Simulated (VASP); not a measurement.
Band structure of SiO2 (space group Ama2). These are r2SCAN meta-GGA, VASP's PBE PAW potentials (set 64) (plane waves; VASP) values and carry that method's errors.

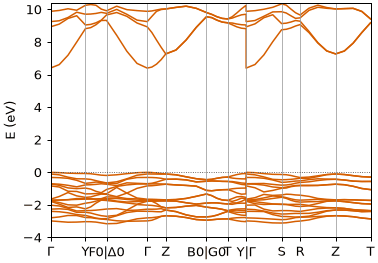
Figure. Bands along high-symmetry lines, zero at the valence-band maximum or, without a gap, the Fermi level

Read the plot: is there a gap, and where are the band edges?

The gap is direct, 6.40 eV, from the valence maximum at Γ to the conduction minimum at Γ.

The structure comes from a computed database's SiO2 entry (Ama2); how it stands against other phases isn't given here. It was relaxed first.
